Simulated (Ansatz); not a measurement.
```tsv
atom	x (Å)	y (Å)	z (Å)
C	0.2813	0.4484	0.2340
F	2.4093	-0.7627	1.9892
Ge	2.1296	0.4122	0.7303
O	2.6083	1.9909	1.3312
O	3.2485	-0.0926	-0.5379
H	0.1823	0.8722	-0.7748
H	-0.1279	-0.5707	0.2421
H	-0.2750	1.0734	0.9455
H	3.5653	2.0929	1.3825
H	3.7148	-0.9003	-0.2930
```

Geometry: PBE0-D3(BJ)/def2-SVP.

These are results of isolated molecule in a Gaussian basis; Kohn-Sham density functional theory, functional PBE0 (Ansatz), not measurements.

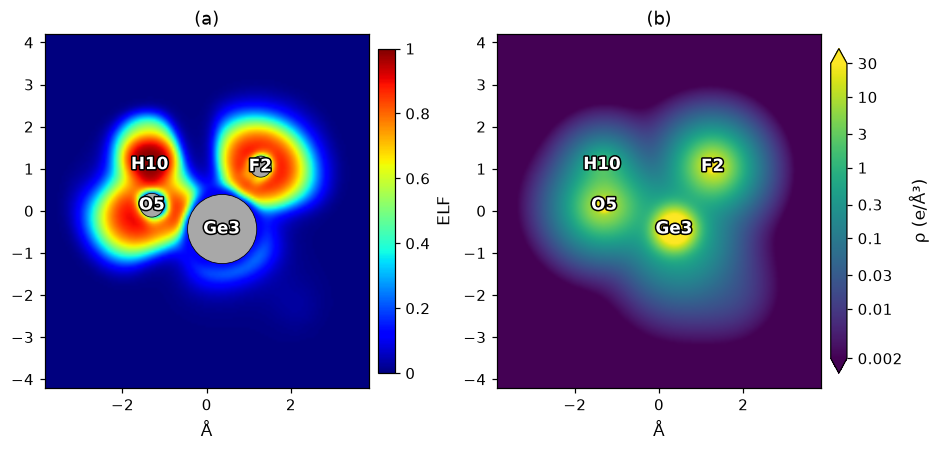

CH5FGeO2 (SMILES [CH3][Ge]([OH])([OH])[F]). (a) electron localisation function; (b) electron density on the plane of atoms Ge3, O5 and H10. Grey discs cover the atomic cores in the ELF map.

Interpret the plot.

The section cuts through F, Ge, O and H sites. Ge–F (1.74 Å): ρ at the midpoint is about 0.97 e/Å³; the ELF peaks at about 0.80 in the valence shell of F, 0.5 Å from its nucleus, and is about 0.25 at the midpoint. Ge–O (1.76 Å): the density is about 1 e/Å³ at the midpoint; the ELF peaks at about 0.85 in the valence shell of O, 0.6 Å from its nucleus, and is about 0.35 at the midpoint. O–H (0.96 Å): the density is about 3.7 e/Å³ at the midpoint; the ELF climbs to about 1 towards the hydrogen, as it does in any bond to H (an ordinary covalent bond to hydrogen). The ELF also peaks beside O5 and F2, away from the bonds: lone-pair regions.
